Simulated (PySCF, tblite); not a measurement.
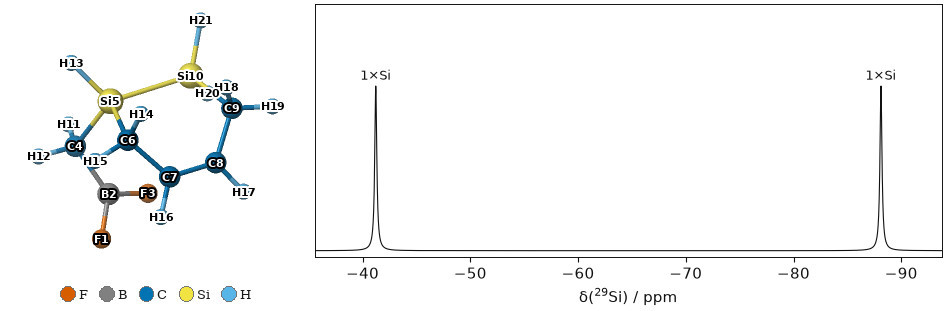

Spectrum and numbered structure of C₅H₁₁BF₂Si₂, SMILES FB(F)C[Si@H]1CC=CC[SiH2]1. GIAO shifts, PBE0/pcSseg-1 in PySCF, at a GFN2-xTB geometry (a minimum by its frequencies), against TMS for ²⁹Si computed at the same level. Gas phase, fully decoupled, line heights follow the number of nuclei, widths are arbitrary (no quadrupolar broadening); values of one conformer, averaged over methyl-type rotors and exact or near symmetry; other conformers aren't averaged in.

> Assign the ²⁹Si signals to the numbered atoms.

```csv
δ (ppm),nuclei,atoms
−41.2,1,Si5
−88.1,1,Si10
```

Caveats: the tight-binding geometry is rougher than a DFT one and adds to the error.
